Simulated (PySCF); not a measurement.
Al(Me)(Et)(Vi), C5H11Al, SMILES C=[CH][Al]([CH3])[CH2]C, GFN2-xTB optimised geometry. Atoms within 1.6 Å of the plane z = 0.0 Å (x, y, z in Å): Al1 (-0.19, 0.68, 0.00), C2 (-1.23, 2.38, 0.00), H3 (-2.19, 2.27, 0.51), H4 (-1.46, 2.73, -1.01), H5 (-0.70, 3.20, 0.50), C6 (1.82, 0.68, 0.00), C7 (2.44, 0.30, 1.36), H8 (2.19, 1.67, -0.29), H9 (2.22, -0.01, -0.76), H12 (3.53, 0.29, 1.31), C13 (-1.13, -1.07, 0.03), C14 (-0.45, -2.22, -0.01), H15 (-2.22, -1.15, 0.07), H16 (-0.92, -3.20, 0.00), H17 (0.63, -2.23, -0.05).

Method: B3LYP/def2-SVP (PySCF). Cells within 0.4 Å of a nucleus heavier than hydrogen are left out (blank, or x).

Map of the deformation density (molecule minus spherical neutral atoms) (e/bohr³) on the plane z = 0.0 Å:

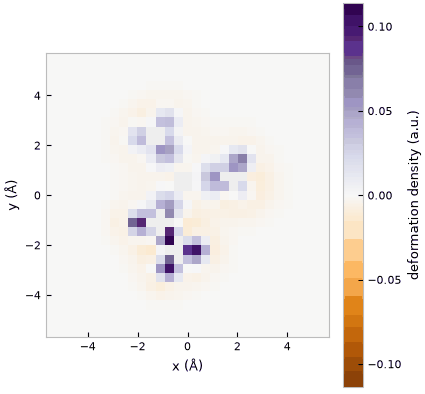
Figure. Deformation density (molecule minus spherical neutral atoms) (e/bohr³) on the plane z = 0.0 Å.
